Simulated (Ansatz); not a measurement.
```yaml
atoms:
  - { symbol: C, position_ang: [-1.9391, 0.4891, 0.1018] }
  - { symbol: Sn, position_ang: [0.1049, 0.0285, -0.2455] }
  - { symbol: C, position_ang: [1.3446, -0.6745, 1.3293] }
  - { symbol: O, position_ang: [0.3057, -1.3654, -1.6265] }
  - { symbol: O, position_ang: [0.8101, 1.6956, -1.0292] }
  - { symbol: H, position_ang: [-2.0328, 1.1417, 0.9700] }
  - { symbol: H, position_ang: [-2.3358, 1.0043, -0.7731] }
  - { symbol: H, position_ang: [-2.5057, -0.4257, 0.2746] }
  - { symbol: H, position_ang: [1.5436, 0.1294, 2.0376] }
  - { symbol: H, position_ang: [2.2843, -1.0273, 0.9046] }
  - { symbol: H, position_ang: [0.8578, -1.5007, 1.8477] }
  - { symbol: H, position_ang: [-0.1373, -1.1537, -2.4511] }
  - { symbol: H, position_ang: [1.7200, 1.6240, -1.3254] }
```

Geometry: PBE0-D4/def2-TZVP; core potentials replace the inner electrons of Sn.

Theory: RKS PBE0-D4/def2-TZVPP in Ansatz 0.2.0.

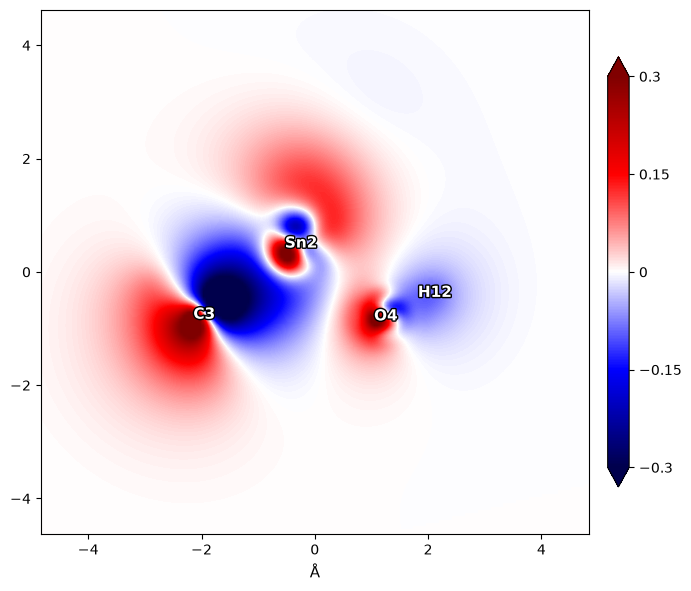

C$_{2}$H$_{8}$O$_{2}$Sn (SMILES [CH3][Sn]([CH3])([OH])[OH]). The HOMO on the plane of atoms C3, Sn2 and O4 (values in Å⁻³ᐟ²; the overall sign is arbitrary).

### Describe this orbital and give its energy.

By Hirshfeld shares it lies mainly on O4 (about 25 %), O5 (about 25 %), Sn2 (about 15 %), C1 (about 15 %) and C3 (about 15 %). Its energy is −7.94 eV.
